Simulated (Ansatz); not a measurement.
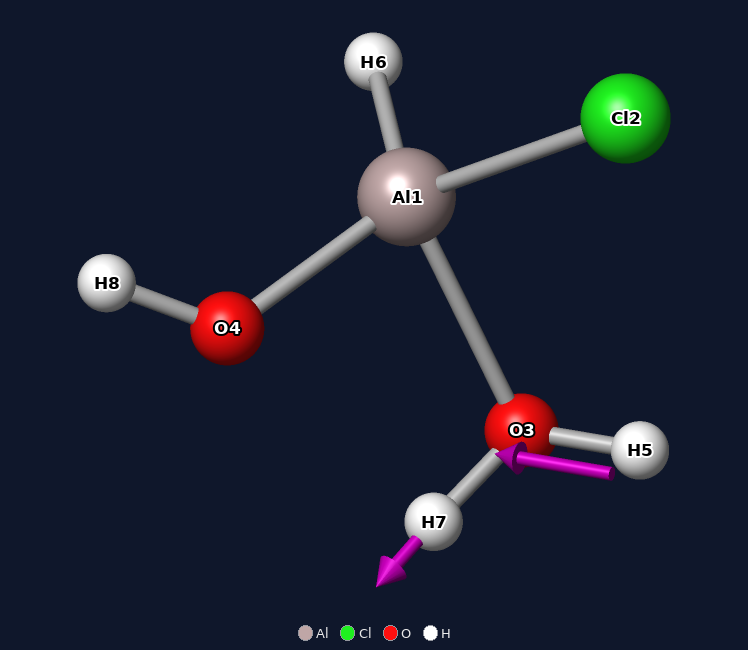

The arrows show one normal mode. Harmonic vibrations computed with RKS PBE0-D4/def2-TZVP (Ansatz 0.2.0) at a stationary point of the same level.

Question: What kind of motion is it?

Answer: Mostly out-of-phase stretching of 2 O–H bonds.

Question: At what wavenumber does it lie?

Answer: 3843 cm⁻¹; it is mode 17 of 18 counted from the lowest.
